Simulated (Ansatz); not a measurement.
# One shape, several levels: quartet SiNH4

Wanted: a comparison of 6 runs (U-wB97M-V/STO-3G, UHSE06/STO-3G, UPBE/STO-3G, USVWN5/STO-3G, UCCSDT(Q)/STO-3G, UCCSDTQ/STO-3G) of quartet SiNH4. 

Program for the calculation: Ansatz 0.2.0.

46 further runs of the same task are left out: 46 set aside as unsound or not needed.

### Step 1. The molecule

SiNH4 has 6 atoms, charge 0, and is taken as a quartet. As SMILES of the parent species, `[NH][SiH3]`. The shape is that of a PBE0-D4/def2-TZVP optimisation. That shape belongs to the parent species and isn't relaxed for this state.

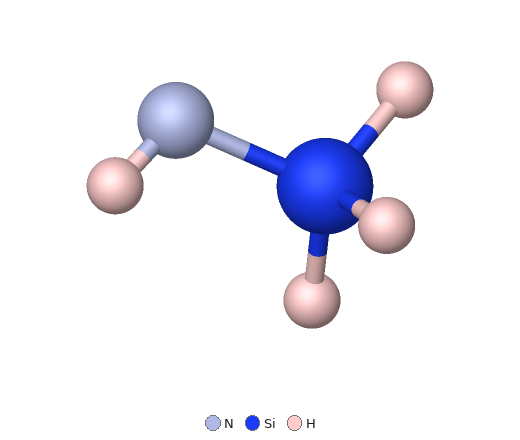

Viewed from a chosen angle; nitrogen light blue, silicon blue, hydrogen pink.

### Step 2. A single-point energy at U-wB97M-V/STO-3G (run 1)

input.yaml

```yaml
crystal:
  periodic: [false, false, false]
  atoms:
    - {symbol: N, position_ang: [0.592100, -0.835200, 0.909500]}
    - {symbol: Si, position_ang: [-0.203700, 0.347600, -0.110000]}
    - {symbol: H, position_ang: [0.922800, -1.640700, 0.372700]}
    - {symbol: H, position_ang: [-1.310600, -0.282300, -0.885500]}
    - {symbol: H, position_ang: [0.789500, 0.911800, -1.068900]}
    - {symbol: H, position_ang: [-0.748100, 1.434800, 0.736200]}
basis:
  gaussian:
    orbitals: STO-3G
magnetization:
  spin_polarized: true
  initial_magnetization: 3
hamiltonian:
  xc: {name: wB97M-V}
accuracy: high
```

Launch:

```
$ ansatz run input.yaml --threads 1 --pin off --max-ram 2610MiB --events-out events.jsonl --progress --plain --runs-dir runs
```

The log of the run:

```text
Warning: RAYON_NUM_THREADS=1 ignored (pool sized by the plan → 1); use --threads N
Functional definition: wB97M-V
  name "wB97M-V"
  parameter omega = 0.3/bohr
  parameter cx = 0.15
  parameter cx01 = 1.007
  parameter cx10 = 0.259
  parameter css00 = 0.443
  parameter css04 = -1.437
  parameter css10 = -4.535
  parameter css20 = -3.390
  parameter css43 = 4.278
  parameter cos00 = 1.000
  parameter cos10 = 1.358
  parameter cos20 = 2.924
  parameter cos21 = -8.812
  parameter cos60 = -1.390
  parameter cos61 = 9.142
  parameter b = 6.0
  parameter c = 0.01
  gx(w, u) = 1 - cx + cx01*u + cx10*w
  gss(w, u) = css00 + css04*u^4 + css10*w + css20*w^2 + css43*w^4*u^3
  gos(w, u) = cos00 + cos10*w + (cos20 + cos21*u)*w^2 + (cos60 + cos61*u)*w^6
  exchange = spin_sum(e_x_unif_sr(omega)*gx(b97_w, b97_u_x)) + cx*exact_x_sr(omega) + exact_x_lr(omega)
  correlation = spin_sum(e_c_pw_mod_same_spin*gss(b97_w, b97_u_same))
      + integral(e_c_pw_mod_opposite_spin*gos(b97_w_opposite, b97_u_opposite)) + vv10(b, c)
314 factors; integrals over basis functions are off by at most 1.1e-8 eV
146 factors; integrals over basis functions are off by at most 7.8e-10 eV
mean field evaluation 1: about -9308.3333 eV, gradient 8.5e0 eV
mean field evaluation 2: about -9309.2970 eV, gradient 3.9e0 eV
mean field evaluation 4: about -9309.6831 eV, gradient 1.3e0 eV
mean field evaluation 8: about -9309.8339 eV, gradient 5.3e-2 eV
mean field evaluation 16: about -9309.8340 eV, gradient 7.5e-4 eV
mean field -9309.83399679 eV, -342.1300889500 hartree, gradient 6.5e-8 eV, S^2 3.752251; 0 other end points of the search recorded, 0 dependent functions left out
reference -9309.83399930 eV, -342.1300890421 hartree; 14, 11 occupied and 4, 7 virtual orbitals, 314 factors
Total energy: -9309.83399930 eV, -342.1300890421 hartree
```

It took 29 s on 1 thread of Arm Neoverse V1, shared host; peak memory 0.5 GiB.

### Step 3. The energy at UHSE06/STO-3G (run 2)

in.yaml

```yaml
crystal:
  periodic: [false, false, false]
  atoms:
    - {symbol: N, position_ang: [0.592100, -0.835200, 0.909500]}
    - {symbol: Si, position_ang: [-0.203700, 0.347600, -0.110000]}
    - {symbol: H, position_ang: [0.922800, -1.640700, 0.372700]}
    - {symbol: H, position_ang: [-1.310600, -0.282300, -0.885500]}
    - {symbol: H, position_ang: [0.789500, 0.911800, -1.068900]}
    - {symbol: H, position_ang: [-0.748100, 1.434800, 0.736200]}
basis:
  gaussian: {orbitals: STO-3G}
accuracy: high
hamiltonian: {xc: hse06}
magnetization: {spin_polarized: true, initial_magnetization: 3}
```

Launch:

```
$ ansatz run in.yaml --threads 1 --pin off --max-ram 2610MiB --events-out events.jsonl --progress --plain --runs-dir runs
```

The log of the run:

```text
Warning: RAYON_NUM_THREADS=1 ignored (pool sized by the plan → 1); use --threads N
Functional definition: HSE06
  name "HSE06"
  parameter a = 0.25
  parameter omega = 0.11/bohr
  exchange = pbe_x - a*pbe_x_sr(omega) + a*exact_x_sr(omega)
  correlation = pbe_c
314 factors; integrals over basis functions are off by at most 1.1e-8 eV
57 factors; integrals over basis functions are off by at most 1.2e-9 eV
mean field evaluation 1: about -9303.2953 eV, gradient 8.8e0 eV
mean field evaluation 2: about -9303.7724 eV, gradient 8.4e0 eV
mean field evaluation 4: about -9304.6410 eV, gradient 8.0e-1 eV
mean field evaluation 8: about -9304.6578 eV, gradient 4.2e-2 eV
mean field evaluation 16: about -9304.6578 eV, gradient 1.2e-5 eV
mean field -9304.65782256 eV, -341.9398680553 hartree, gradient 2.1e-8 eV, S^2 3.751537; 0 other end points of the search recorded, 0 dependent functions left out
reference -9304.65782437 eV, -341.9398681219 hartree; 14, 11 occupied and 4, 7 virtual orbitals, 314 factors
Total energy: -9304.65782437 eV, -341.9398681219 hartree
```

Wall time 2.5 s (1 thread of Arm Neoverse V1, shared host); peak memory 0.13 GiB.

### Step 4. A single-point energy at UPBE/STO-3G (run 3)

molecule.yaml

```yaml
basis:
  gaussian:
    orbitals: STO-3G
crystal:
  periodic: [false, false, false]
  atoms:
    - symbol: N
      position_ang: [0.592100, -0.835200, 0.909500]
    - symbol: Si
      position_ang: [-0.203700, 0.347600, -0.110000]
    - symbol: H
      position_ang: [0.922800, -1.640700, 0.372700]
    - symbol: H
      position_ang: [-1.310600, -0.282300, -0.885500]
    - symbol: H
      position_ang: [0.789500, 0.911800, -1.068900]
    - symbol: H
      position_ang: [-0.748100, 1.434800, 0.736200]
magnetization:
  spin_polarized: true
  initial_magnetization: 3
hamiltonian:
  xc: {name: PBE}
accuracy: high
```

Launch:

```
$ ansatz run molecule.yaml --threads 1 --pin off --max-ram 2610MiB --events-out events.jsonl --progress --plain --runs-dir runs
```

The log of the run:

```text
Warning: RAYON_NUM_THREADS=1 ignored (pool sized by the plan → 1); use --threads N
Functional definition: PBE
  name "PBE"
  parameter kappa = 0.804
  parameter beta = 0.06672455060314922
  exchange = pbe_x(kappa = kappa, mu = beta*pi^2/3)
  correlation = pbe_c(beta = beta)
314 factors; integrals over basis functions are off by at most 1.1e-8 eV
mean field evaluation 1: about -9302.0979 eV, gradient 1.0e1 eV
mean field evaluation 2: about -9298.8378 eV, gradient 1.9e1 eV
mean field evaluation 4: about -9303.3618 eV, gradient 1.4e0 eV
mean field evaluation 8: about -9303.3489 eV, gradient 4.7e-2 eV
mean field evaluation 16: about -9303.3489 eV, gradient 4.9e-5 eV
mean field -9303.34890441 eV, -341.8917662006 hartree, gradient 6.5e-8 eV, S^2 3.751067; 1 other end points of the search recorded, 0 dependent functions left out
reference -9303.34890621 eV, -341.8917662669 hartree; 14, 11 occupied and 4, 7 virtual orbitals, 314 factors
Total energy: -9303.34890621 eV, -341.8917662669 hartree
```

Wall time 2.1 s (1 thread of Arm Neoverse V1, shared host); peak memory 0.13 GiB.

Runs 4 to 5 aren't shown in full; the table further down has their settings and results.

### Step 5. A single-point energy at UCCSDTQ/STO-3G (run 6)

molecule.yaml: that of step 4 with these lines changed.

```diff
@@ -1,4 +1 @@
-basis:
-  gaussian:
-    orbitals: STO-3G
 crystal:
@@ -6,3 +3,3 @@
   atoms:
-    - symbol: N
+    - symbol: "N"
       position_ang: [0.592100, -0.835200, 0.909500]
@@ -18,2 +15,5 @@
       position_ang: [-0.748100, 1.434800, 0.736200]
+basis:
+  gaussian:
+    orbitals: STO-3G
 magnetization:
@@ -21,4 +21,7 @@
   initial_magnetization: 3
-hamiltonian:
-  xc: {name: PBE}
+correlation:
+  method: ccsdtq
+  frozen_orbitals: {H: 0, "N": 1, Si: 5}
 accuracy: high
+scf:
+  omitted_lower_state_checks: [cluster_reference, increment]
```

Launch:

```
$ ansatz run molecule.yaml --threads 1 --pin off --max-ram 2610MiB --events-out events.jsonl --progress --plain --runs-dir runs
```

The log of the run:

```text
Warning: RAYON_NUM_THREADS=1 ignored (pool sized by the plan → 1); use --threads N
[... 12 lines left out ...]
6 core orbitals not correlated: weight in the atoms' cores, before any rotation towards them, 1.000 or more for the frozen orbitals, at most 0.000 for the correlated occupied ones
[... 42 lines left out ...]
Total energy: -9289.11054276 eV, -341.3685160612 hartree
Checks for a lower state left out: cluster_reference, increment
```

Wall time 37 s (1 thread of Arm Neoverse V1, shared host); peak memory 0.26 GiB.

### Step 6. The series

```csv
run,level,frozen core orbitals,energy (Eh),⟨S²⟩,wall time
1,U-wB97M-V/STO-3G,–,-342.130089,3.752,29 s
2,UHSE06/STO-3G,–,-341.939868,3.752,2.5 s
3,UPBE/STO-3G,–,-341.891766,3.751,2.1 s
4,USVWN5/STO-3G,–,-340.430783,3.752,1.2 s
5,UCCSDT(Q)/STO-3G,6,-341.368505,3.757,1.2 s
6,UCCSDTQ/STO-3G,6,-341.368516,3.757,37 s
```

### Step 7. Outcome

| quantity | value |
| --- | --- |
| run 6: total energy | -341.36852 Eh |
| run 6: correlation energy (6 core orbitals frozen) | -87.2 mEh |
| run 6: ⟨S²⟩ of the reference determinant | 3.757 |
| run 6: T1 diagnostic | 0.015 |

Totals of different functionals can't be ranked against each other. In runs 1, 2, 3, 4, 5, 6 the basis is minimal, so the values are rough. All runs together took 73 s, the longest 37 s.
